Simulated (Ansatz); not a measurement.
## Electronic structure of AlB$_{2}$H$_{6}$ (SMILES [BH3-][Al+][BH3-]) (charge −1) in real space

```xyz
9

Al   -1.6649    0.1138    0.8929
B    -0.3994   -1.2178   -0.0868
B    -2.9310    1.4446    1.8729
H     0.6797   -0.6424   -0.2694
H    -0.9338   -1.5200   -1.1601
H    -0.2625   -2.2080    0.6409
H    -3.0549    2.4431    1.1544
H    -4.0151    0.8735    2.0381
H    -2.4061    1.7326    2.9547
```

Geometry: PBE0-D3(BJ)/def2-SVPD.

Computed with isolated molecule in a Gaussian basis; Kohn-Sham density functional theory, functional PBE0 in Ansatz 0.2.0.

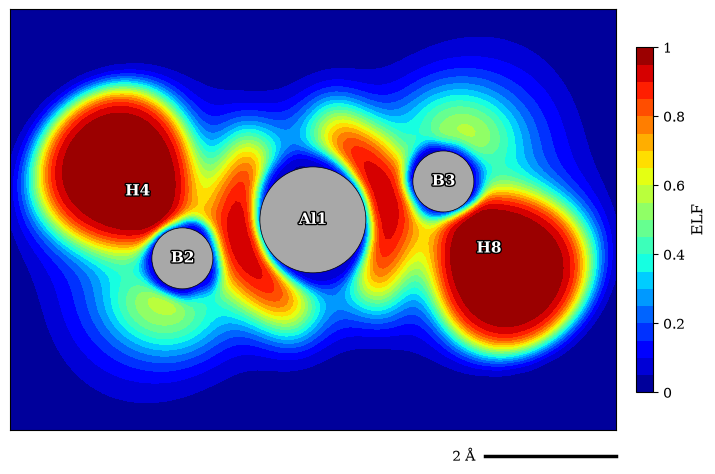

Figure 1. Electron localisation function on the plane of atoms Al1, B2 and H4. Grey discs cover the atomic cores.

Question: What does the map show?

Answer:
- The section cuts through Al, B and H sites.
- Al–B (2.08 Å): the ELF peaks at about 0.95 between the atoms; localised, covalent bonding.
- B–H (1.24 Å): the ELF climbs to about 1 towards the hydrogen, as it does in any bond to H; a covalent bond by its length.

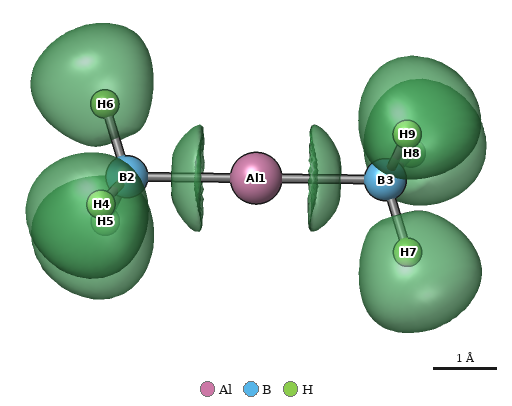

Figure 2. Isosurface of the ELF at 0.85 (green), seen at a tilt. Core shells and regions of very low density are left out.

Question: Identify the bonds, lone pairs and shells in this picture.

Answer: The surface consists of two regions between bonded Al–B atoms (shared pairs) and six regions around hydrogen nuclei.

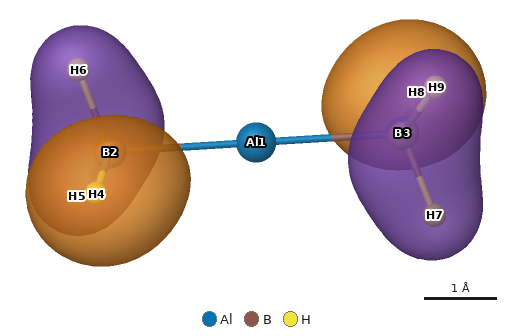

Figure 3. The HOMO−1 at ±0.1 Å⁻³ᐟ² (orange and purple are the two phases), seen at a tilt.

Question: What is the character of this orbital?

Answer: Its weight (Hirshfeld) is mainly on B2 (about 20 %), B3 (about 20 %), H4 (about 15 %) and H8 (about 15 %); it is gerade (even under inversion). It is one of a degenerate set, so its orientation is arbitrary. Its energy is −3.94 eV.
